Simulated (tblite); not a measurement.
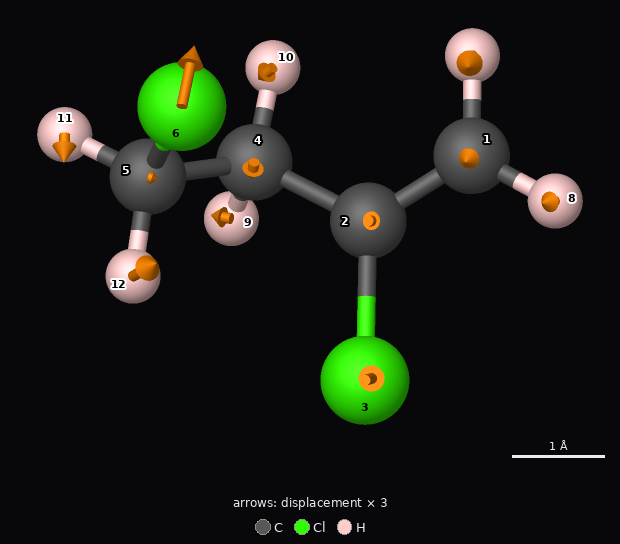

This is a relaxation of C$_{4}$H$_{6}$Cl$_{2}$. The starting structure is drawn; orange arrows show the displacements, 3 times their true length. The two geometries are superimposed by the best rigid fit.

A ball-and-stick model, seen face on.

All numbers below come from GFN2-xTB geometry optimisation, gas phase in tblite. 

Q: What happened in the run?

A: The atom that moves furthest after the best rigid fit is a Cl atom (0.26 Å). By element the largest moves are Cl 0.26 Å, H 0.21 Å, C 0.09 Å. Among the contacts that change: C–H 1.138 → 1.093 Å, C–H 1.112 → 1.076 Å, C–Cl 1.772 → 1.737 Å, C–C 1.345 → 1.320 Å. Among the angles between lasting bonds that change: C–C–H 103.2° → 109.6°, C–C–C 121.6° → 125.8°, Cl–C–C 117.9° → 113.7°. After 68 geometry steps the energy has fallen by 0.206 eV.
